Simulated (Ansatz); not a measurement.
Consider CH$_{6}$BBrSi.

The calculation's input:

```
crystal:
  periodic: [false, false, false]
  atoms:
    - {symbol: C, position_ang: [-0.672577, 1.027807, 0.609138]}
    - {symbol: B, position_ang: [-2.023555, 0.372278, 0.263141]}
    - {symbol: Br, position_ang: [-2.128177, -1.075533, -1.003271]}
    - {symbol: Si, position_ang: [0.109144, 0.127644, 2.099882]}
    - {symbol: H, position_ang: [0.071143, 0.970975, -0.201726]}
    - {symbol: H, position_ang: [-0.799660, 2.074843, 0.933293]}
    - {symbol: H, position_ang: [-3.059701, 0.669256, 0.796388]}
    - {symbol: H, position_ang: [-0.825726, 0.137925, 3.261002]}
    - {symbol: H, position_ang: [0.422880, -1.282369, 1.738078]}
    - {symbol: H, position_ang: [1.366665, 0.830712, 2.485086]}
basis:
  gaussian: {orbitals: def2-TZVPD}
hamiltonian: {xc: pbe0}
output: {forces: true, orbitals: {seedname: orbitals}}
```

Run with:

```sh
ansatz run input.yaml --threads 2 --pin off --max-ram 4350MiB --events-out events.jsonl --progress --plain --runs-dir runs
```

Geometry: B3LYP-D3(BJ)/def2-SVP.

Computed with isolated molecule in a Gaussian basis; Kohn-Sham density functional theory, functional PBE0 in Ansatz 0.2.0.

What will maps of the electron density and electron localisation function show?

Answer. C–B (1.54 Å): the density is about 1.5 e/Å³ at the midpoint; the ELF peaks at about 0.95 between the atoms; a covalent bond.
B–Br (1.93 Å): the density is about 1.1 e/Å³ at the midpoint, with its minimum of 0.86 e/Å³ about 0.6 Å from B; the ELF peaks at about 0.90 between the atoms (a polar covalent bond).
B–H (1.20 Å): ρ is about 1.3 e/Å³ halfway; the ELF climbs to about 1 towards the hydrogen, as it does in any bond to H (an ordinary covalent bond to hydrogen).

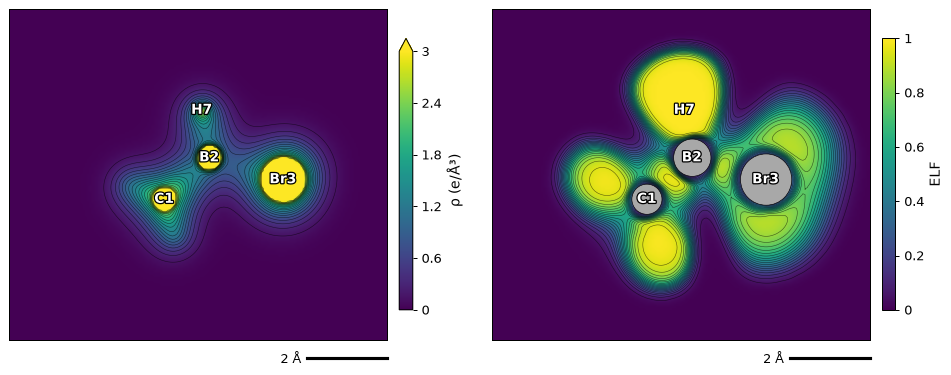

Computed electron density and electron localisation function on the plane of atoms Br3, B2 and H7, in this order. Grey discs cover the atomic cores in the ELF map. 
